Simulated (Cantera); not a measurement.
A closed system holds: 1 mol Al2O3, 4.9 mol H2O, held at 0.000160 bar.

Method: chemical equilibrium by Gibbs-energy minimisation in Cantera with the NASA 1993 tables (ideal gas, pure condensed phases). Candidate condensed phases: Al, Al2O3, H2O; 19 gas species. The tables' values for AlOH are old estimates; treat these amounts as uncertain. Rates play no part.

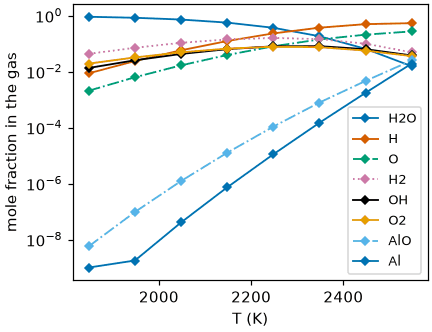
Equilibrium gas composition (values under 1e-9 drawn at 1e-9)

### Question
Read off the mole fractions at 2048 K.

### Answer
H2O about 0.73, H2 about 0.11, H about 0.058, O2 about 0.049, OH about 0.043, O about 0.017, AlO about 1.2e-6, Al about 4.1e-8.
